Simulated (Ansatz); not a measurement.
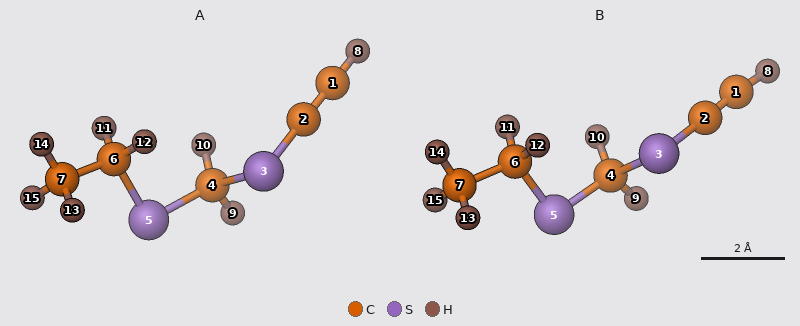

Two geometries of C$_{5}$H$_{8}$S$_{2}$, drawn at one scale. One is the start of a relaxation, the other its converged end. The picture is a ball-and-stick view, seen from a free direction.

Theory: Ansatz 0.2.0, RKS PBE/6-31G. (no spin polarisation; force threshold 0.015 eV/Å; at most 40 steps)

Which geometry has the lower energy?

Answer. Structure A is the relaxed one. The run prepares an end point of a later path (torsion) calculation, from a guessed geometry. H8 moves most after the best rigid fit: 0.66 Å. By element the largest moves are H 0.66 Å, S 0.45 Å, C 0.32 Å. Among the contacts that change: S3–C4 1.821 → 1.946 Å, S5–C6 1.803 → 1.911 Å, C4–S5 1.751 → 1.857 Å, C2–S3 1.661 → 1.751 Å. Among the angles between lasting bonds that change: H9–C4–H10 106.0° → 111.1°, C2–C1–H8 174.6° → 179.7°, S3–C4–S5 116.4° → 111.5°. Groups turn about S3–C4 by about 20°. The energy falls by 23.0 kcal/mol in 12 geometry steps. The largest force component goes from 11 to 0.014 eV/Å. The run took about 2.3 core-minutes on a shared host.
